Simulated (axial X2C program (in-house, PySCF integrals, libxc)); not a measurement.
# WO⁻: bond curves with and without spin–orbit coupling

What are the state, bond length, wavenumber and bond energy of WO⁻, and what does spin–orbit coupling change?

Computed with an in-house X2C program for linear molecules on PySCF integrals. Level: all-electron X2C, W dyall-acv3z, O dyall-av3z.

All values are calculated.

### 1 Input

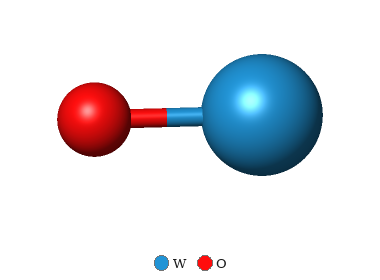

The two atoms at 1.770 Å (tungsten blue, oxygen red).

task.json

```json
{"zs": [74, 8], "q": -1, "bas": ["dyall-acv3z", "dyall-av3z"], "levels": ["PBE0", "HF", "LDA"], "cc": true, "r0": 1.77, "thr": -1.0, "nmax": 90, "npts": 10, "nst": 2, "ntry": 6}
```

Keys: zs atomic numbers; q charge; bas basis sets; levels methods (HF also brings MP2); cc coupled cluster on or off; r0 starting distance in Å; thr threshold in hartree for freezing inner shells (an s shell follows its p shell); nmax most natural virtual spinors; npts points asked for on the curve; nst determinants followed; ntry starts of the search.

Launch:

```
$ python so2c.py task.json out
```

Spin-free means the one-electron spin-free X2C Hamiltonian; two-component (2c) means X2C with spin–orbit coupling and atomic mean-field two-electron Coulomb and Gaunt terms. Basis: W dyall-acv3z contracted to [14s15p10d7f4g], O dyall-av3z contracted to [7s6p3d2f]; Gaussian nuclei, density fitting. Masses: W 183.951 u, O 15.995 u.

Notation: σ, π±, δ± give the projection m of an orbital's angular momentum (0, ±1, ±2), α and β its spin, Λ and M_S the sums; ω is the projection of a spinor's total angular momentum and Ω the sum. Logs are in hartree.

The results follow Hamiltonian by Hamiltonian and level by level.

### 2 State search with PBE0

PBE0 moves the distance from 1.770 Å to 1.703 Å and compares determinants there.

Spin-free determinants:

```json
{"ΔE (eV)": "0.00", "state": "M_S = 3/2, Λ = 1", "open shells": "beyond closed shells: π+α, δ+α, δ-α"}
{"ΔE (eV)": "0.43", "state": "M_S = 1/2, Λ = 1", "open shells": "beyond closed shells: π+β, δ+α, δ-α"}
{"ΔE (eV)": "0.48", "state": "M_S = 5/2, Λ = 0", "open shells": "beyond closed shells: σα, π+α, π-α, δ+α, δ-α"}
{"ΔE (eV)": "0.50", "state": "M_S = 3/2, Λ = 0", "open shells": "beyond closed shells: σα, δ+α, δ-α"}
{"ΔE (eV)": "0.55", "state": "M_S = 1/2, Λ = 2", "open shells": "beyond closed shells: δ+α, δ+β, δ-α"}
{"ΔE (eV)": "0.68", "state": "M_S = 1/2, Λ = 0", "open shells": "beyond closed shells: σβ, δ+α, δ-α"}
{"ΔE (eV)": "1.12", "state": "M_S = 5/2, Λ = 1", "open shells": "beyond closed shells: 2 × σα, π+α, δ+α, δ-α"}
```

Two-component determinants:

```tsv
ΔE (eV)	state	open shells
0.00	Ω = 1/2	excess of +ω over −ω: ω = -1/2, ω = -3/2, ω = 5/2
0.28	Ω = 5/2	excess of +ω over −ω: ω = 5/2
0.44	Ω = 3/2	excess of +ω over −ω: ω = 1/2, ω = -3/2, ω = 5/2
0.48	Ω = 1/2	excess of +ω over −ω: ω = 1/2
0.76	Ω = 1/2	excess of +ω over −ω: 2 × ω = 3/2, ω = -5/2
0.93	Ω = 3/2	excess of +ω over −ω: ω = 3/2
0.97	Ω = 3/2	excess of +ω over −ω: ω = 3/2
```

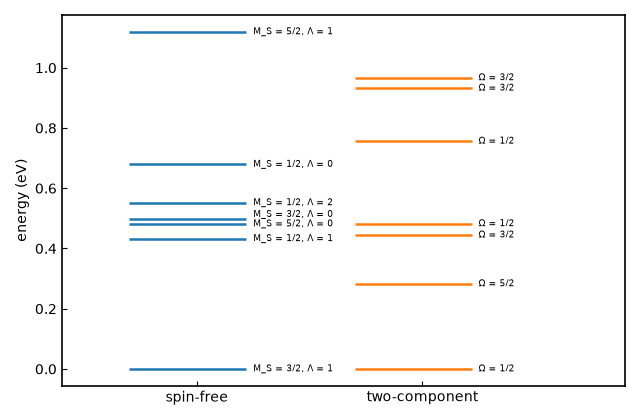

The determinants found, each set from its own lowest.

### 3 PBE0, spin-free

State followed: M_S = 3/2, Λ = 1 (beyond closed shells: π+α, δ+α, δ-α). The scan is laid around 1.703 Å, a first estimate of the minimum, and this SCF restarts from the orbitals of the search.

Output at 1.703 Å:

```text
spin-free X2C-1e  PBE0
basis functions 248  fitting functions 1216  grid points 5075
iter        total energy     max residual
   1     -16218.835242994     1.55e-05
   2     -16218.835243022     1.78e-05
   3     -16218.835243034     7.66e-06
   4     -16218.835243042     5.66e-06
   5     -16218.835243048     8.52e-06
   6     -16218.835243051     8.99e-07
   7     -16218.835243051     5.23e-07
converged
one-electron -22637.63483960  Coulomb 6572.00905515  exact exchange -82.92085199  xc functional -254.24216438  nuclear repulsion 183.95355776
```

Along the bond, energies from the lowest point:

| R (Å) | E (eV) | μ (D) | HOMO (eV) | LUMO (eV) | iterations |
| --- | --- | --- | --- | --- | --- |
| 1.482 | 1.7275 | 1.16 | 0.87 | 1.56 | 16 |
| 1.550 | 0.7184 | 0.76 | 0.89 | 1.67 | 17 |
| 1.601 | 0.2855 | 0.39 | 0.87 | 1.74 | 17 |
| 1.652 | 0.0618 | -0.02 | 0.81 | 1.79 | 17 |
| 1.703 | 0.0000 | -0.44 | 0.71 | 1.84 | 7 |
| 1.763 | 0.0833 | -0.93 | 0.57 | 1.90 | 18 |
| 1.822 | 0.2899 | -1.39 | 0.41 | 1.94 | 18 |
| 1.899 | 0.6785 | -1.93 | 0.21 | 1.96 | 18 |
| 1.992 | 1.2622 | -2.50 | -0.03 | 1.95 | 19 |
| 2.129 | 2.1675 | -2.98 | -0.14 | 1.87 | 20 |

Dipoles are positive if O is the positive end and refer to the centre of mass.

Outer orbitals at the reference distance:

| symmetry | occupied | ε (eV) | atomic character |
| --- | --- | --- | --- |
| σα | yes | -32.20 | 100% W f |
| π+α | yes | -32.18 | 100% W f |
| π-α | yes | -32.15 | 100% W f |
| δ+α | yes | -32.14 | 100% W f |
| δ-α | yes | -32.11 | 100% W f |
| φ+α | yes | -32.03 | 100% W f |
| φ-α | yes | -32.03 | 100% W f |
| σβ | yes | -32.01 | 100% W f |
| π+β | yes | -31.96 | 100% W f |
| π-β | yes | -31.96 | 100% W f |
| δ+β | yes | -31.86 | 100% W f |
| δ-β | yes | -31.86 | 100% W f |
| φ+β | yes | -31.67 | 100% W f |
| φ-β | yes | -31.67 | 100% W f |
| σβ | yes | -20.30 | 69% O s, 12% W d, 8% W p |
| σα | yes | -20.17 | 69% O s, 12% W d, 8% W p |
| σα | yes | -5.51 | 69% O p, 21% W d, 4% O s |
| σβ | yes | -5.46 | 73% O p, 17% W d, 4% O s |
| π+α | yes | -5.25 | 64% O p, 29% W d, 3% W f |
| π-α | yes | -4.94 | 66% O p, 27% W d, 3% W f |
| π+β | yes | -4.88 | 73% O p, 19% W d, 3% W f |
| π-β | yes | -4.88 | 73% O p, 19% W d, 3% W f |
| σα | yes | -1.61 | 62% W s, 15% W d, 11% O p |
| δ+α | yes | -1.10 | 98% W d |
| δ-α | yes | -1.02 | 98% W d |
| σβ | yes | -0.03 | 69% W s, 9% W p, 8% O p |
| π+α | yes | 0.71 | 45% W d, 36% W p, 15% O p |
| π-α | no | 1.84 | 98% W p |
| π+α | no | 1.89 | 97% W p |
| σα | no | 1.93 | 98% W p |
| π-β | no | 1.97 | 99% W p |

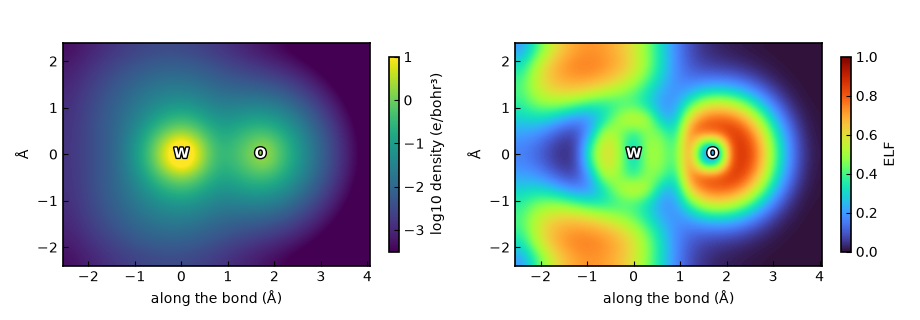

PBE0 fields in a plane through the axis, from a grid of 0.3 Å; W lies at z = 0 and O at z = 1.703 Å; the ELF is damped to zero where the density is low.

Re = 1.701 Å, ωe = 943 cm⁻¹, ωexe = 3.2 cm⁻¹, Be = 0.3962 cm⁻¹, De = 6.13 eV, μ = -0.42 D.

### 4 HF, spin-free

The SCF at the reference distance of 1.703 Å:

```text
spin-free X2C-1e  HF
basis functions 248  fitting functions 1216  grid points 5075
iter        total energy     max residual
   1     -16213.355634641     9.72e-01
   2     -16213.408005647     1.94e-02
   3     -16213.411757330     1.76e-02
   4     -16213.415373304     3.62e-03
   5     -16213.416677884     2.59e-03
   6     -16213.417476061     2.50e-03
   7     -16213.418608493     1.46e-03
   8     -16213.419369455     1.56e-03
   9     -16213.419937271     9.28e-04
  10     -16213.420033632     7.61e-04
  11     -16213.420053306     4.17e-04
  12     -16213.420060749     2.21e-04
  13     -16213.420063915     8.42e-05
  14     -16213.420065162     4.45e-05
  15     -16213.420065548     3.73e-05
  16     -16213.420065675     1.14e-05
  17     -16213.420065697     3.59e-06
  18     -16213.420065700     2.14e-06
  19     -16213.420065700     1.89e-06
converged
one-electron -22637.45408980  Coulomb 6572.05652015  exact exchange -331.97605381  xc functional 0.00000000  nuclear repulsion 183.95355776
```

No constants are quoted: the solution changes its character somewhere along the scan, so the fit is set aside.

### 5 LDA, spin-free

Output at 1.703 Å:

```text
spin-free X2C-1e  LDA
basis functions 248  fitting functions 1216  grid points 5075
iter        total energy     max residual
   1     -16208.323362661     1.73e+00
   2     -16208.331769704     3.38e-02
   3     -16208.173840896     1.14e-01
   4     -16208.336007274     2.60e-02
   5     -16208.343741782     6.31e-03
   6     -16208.341726178     1.07e-02
   7     -16208.345027617     1.47e-03
   8     -16208.345049733     5.23e-04
   9     -16208.345061640     1.16e-04
  10     -16208.345062107     4.55e-05
  11     -16208.345062174     1.92e-05
  12     -16208.345062185     1.03e-05
  13     -16208.345062188     4.19e-06
  14     -16208.345062189     2.63e-07
converged
one-electron -22634.95591177  Coulomb 6569.13032303  exact exchange 0.00000000  xc functional -326.47303121  nuclear repulsion 183.95355776
```

Re = 1.691 Å, ωe = 962 cm⁻¹, ωexe = 3.51 cm⁻¹, Be = 0.4007 cm⁻¹, De = 8.08 eV, μ = -0.42 D.

### 6 Correlated methods, spin-free

Correlated methods: 13 electrons correlated (frozen shells, counted by type: W 5 s, 4 p, 2 d, 1 f; O 1 s), 331 virtual spinors in MP2, 90 natural virtuals in coupled cluster.

Output of the correlated part at 1.703 Å:

```text
correlated 13  virtual 331  natural virtual 90  E(MP2) -0.413249688  MP2 remainder -0.030132176
iter   CCSD correlation   residual
   1     -0.351083381   2.59e-01
   2     -0.371879081   1.62e-01
   3     -0.381157000   7.35e-02
   4     -0.382960435   3.72e-02
   5     -0.383737297   1.78e-02
   6     -0.384019803   8.43e-03
   7     -0.384082104   4.39e-03
   8     -0.384107877   1.94e-03
   9     -0.384129942   1.00e-03
  10     -0.384111705   5.00e-04
  11     -0.384127465   2.23e-04
  12     -0.384124046   1.05e-04
  13     -0.384124444   5.64e-05
  14     -0.384123059   3.30e-05
  15     -0.384122096   2.09e-05
  16     -0.384121596   1.16e-05
  17     -0.384121485   6.18e-06
  18     -0.384121412   3.62e-06
  19     -0.384121392   2.28e-06
  20     -0.384121357   1.27e-06
  21     -0.384121357   6.19e-07
(T) -0.023543137  T1 0.0901  D1 0.2798  max T2 0.133
```

T1 in the output is the amplitude norm over the root of the electron number; divide by √2 for the Lee–Taylor value.

MP2: No constants are quoted: the reference changes its character somewhere along the scan, so the fit is set aside.

CCSD: No constants are quoted: the reference changes its character somewhere along the scan, so the fit is set aside.

CCSD(T): No constants are quoted: the reference changes its character somewhere along the scan, so the fit is set aside.

### 7 A higher determinant, spin-free

State: M_S = 1/2, Λ = 1 (beyond closed shells: π+β, δ+α, δ-α).

Output at the reference distance:

```text
spin-free X2C-1e  PBE0
basis functions 248  fitting functions 1216  grid points 5075
iter        total energy     max residual
   1     -16218.819351885     1.33e-05
   2     -16218.819351879     2.01e-05
   3     -16218.819351896     1.11e-05
   4     -16218.819351897     9.92e-06
converged
one-electron -22635.54138128  Coulomb 6569.88272125  exact exchange -82.90643785  xc functional -254.20781178  nuclear repulsion 183.95355776
```

```
R (Å)  E above the lowest PBE0 point (eV)
1.482                               1.971
1.550                               1.020
1.601                               0.632
1.652                               0.454
1.703                               0.432
1.763                               0.556
1.822                               0.796
1.899                               1.219
1.992                               1.844
```

Re = 1.685 Å, ωe = 962 cm⁻¹, ωexe = 3.23 cm⁻¹, Be = 0.4035 cm⁻¹, μ = 0.34 D. ⟨S²⟩ = 1.89 against 0.75 for a pure state, so this determinant mixes spins. Te = 0.42 eV.

### 8 The spin-free curves together

Energy (eV) of the followed determinant, spin-free, from each level's lowest point:

| R (Å) | PBE0 | HF (jumps) | MP2 (its reference jumps) | CCSD (its reference jumps) | CCSD(T) (its reference jumps) | LDA |
| --- | --- | --- | --- | --- | --- | --- |
| 1.482 | 1.727 | 1.863 | 1.759 | n/a | n/a | 1.637 |
| 1.550 | 0.718 | 0.826 | 0.769 | 0.791 | 0.841 | 0.649 |
| 1.601 | 0.285 | 0.360 | 0.326 | 0.334 | 0.366 | 0.237 |
| 1.652 | 0.062 | 0.100 | 0.081 | 0.086 | 0.101 | 0.037 |
| 1.703 | 0.000 | 0.000 | 0.000 | 0.000 | 0.000 | 0.000 |
| 1.763 | 0.083 | 0.036 | 0.098 | 0.061 | 0.050 | 0.110 |
| 1.822 | 0.290 | 0.178 | 0.585 | 0.276 | 0.284 | 0.339 |
| 1.899 | 0.678 | 0.321 | 1.994 | 0.760 | 0.840 | 0.751 |
| 1.992 | 1.262 | 0.463 | 2.685 | n/a | n/a | 1.362 |
| 2.129 | 2.168 | 0.742 | 3.273 | n/a | n/a | 2.323 |

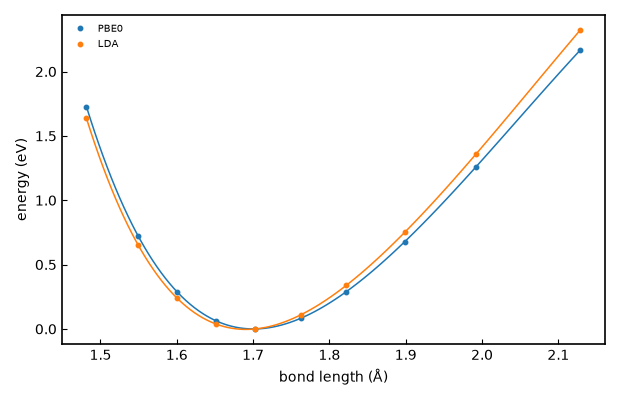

Curves of the followed state, spin-free, each from its own lowest point. Left out: HF, MP2, CCSD, CCSD(T).

[end of part 1 of 2]
